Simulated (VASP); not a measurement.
Band structure of ZnS (space group P6_3mc). Computed with PBE GGA, VASP's PBE PAW potentials (set 64) (plane waves; VASP).

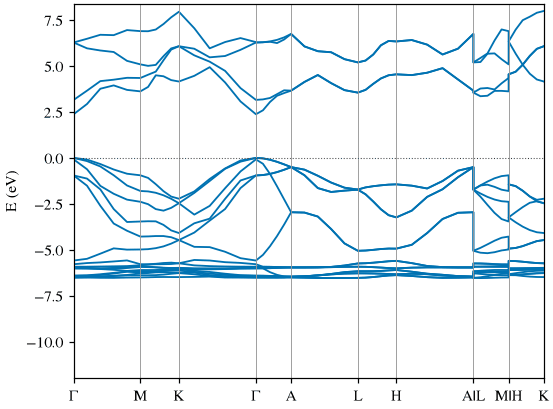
Bands along high-symmetry lines, zero at the valence-band maximum or, without a gap, the Fermi level

Task: Read the plot: is there a gap, and where are the band edges?

Result: The gap is direct, 2.38 eV, from the valence maximum at Γ to the conduction minimum at Γ.

The structure comes from a computed database's ZnS entry; how it stands against other phases isn't given here. The cell was not relaxed at this level.
